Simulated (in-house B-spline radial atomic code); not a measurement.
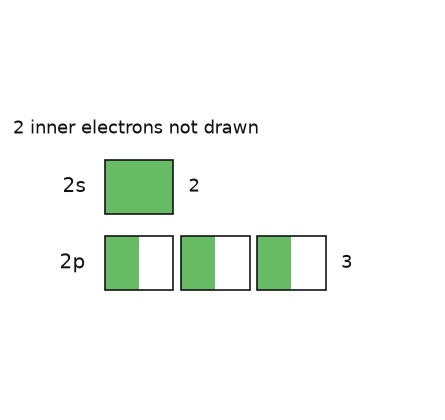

Figure 1. The outer shells as the input fills them: a box for each of the 2l + 1 orbitals, shaded by the share of the shell that is filled, with the electron count at the right.

## Cl¹⁰⁺: RPA and GW calculation

- system: Cl¹⁰⁺, configuration [He] 2s2 2p3.
- method: RPA, second-order and SOSEX correlation energies and G0W0 (contour deformation) on a scalar-relativistic (spin-free one-electron X2C) mean field, all electrons, B-spline basis (in-house B-spline radial atomic code)

## Key numbers

```tsv
quantity	value
outcome	converged
mean-field total energy	−402.03119 hartree
total energy with exact exchange alone	−402.03119 hartree
exact exchange energy	−19.64152 hartree
RPA correlation, extrapolated in the angular momentum of the empty orbitals	−0.36375 hartree
RPA correlation, as summed	−0.36238 hartree
direct second-order term	−0.38766 hartree
second-order exchange term	0.18173 hartree
SOSEX term	0.17145 hartree
hardware	1 CPU thread, shared host
wall time	1 s
```

## Remarks

Caveats: spin-orbit coupling, Breit and QED terms are absent.

## The input
```
Z = 17
electrons = 7.0
configuration = [He] 2s2 2p3
hamiltonian = x2c
method = hf
lmax = 9
rms_radius = 3.3654
spin_polarised = True
box_radius = 6.62
intervals = 66
```

Launched within a batch (the task file carries these settings):
```bash
python <driver script> task.json out
```

The program writes its results to a structured record and prints no log; tables and figures of this report are taken from that record.

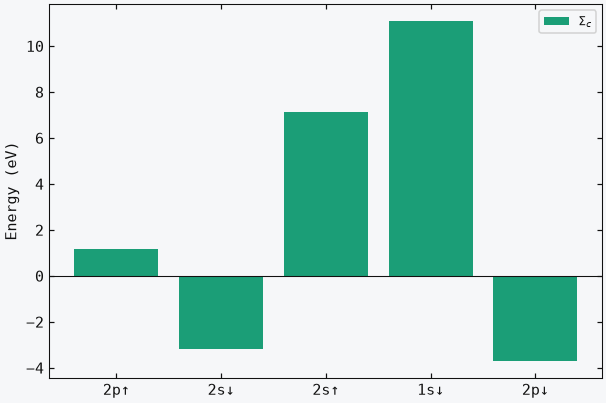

Figure 2. The G₀W₀ correction to each level (on Hartree–Fock the correlation self-energy alone) for Cl¹⁰⁺ ([He] 2s² 2p³). All-electron spherical atom, scalar X2C, Hartree-Fock start, no spin-orbit coupling, Breit or QED terms; computed with a B-spline radial code. The quasi-particle equation is solved at full frequency; levels of low quasi-particle weight Z are left out. Σ columns are in eV, and Σc holds an estimate for the angular momenta beyond the basis. G₀W₀ moves the highest occupied level, 2p↑, from −533.0 to −531.8 eV (renormalisation factor Z = 0.99). The empty level 2p↓ goes from −451.8 to −455.5 eV.

```tsv
Level	Mean field (eV)	Σc (eV)	Z	G₀W₀ (eV)
2p↑	−533.0	1.2	0.99	−531.8
2s↓	−553.8	−3.2	0.99	−556.9
2s↑	−591.2	7.1	0.91	−584.0
1s↓	−3218.4	11.1	0.97	−3207.4
2p↓	−451.8	−3.7	0.99	−455.5
```
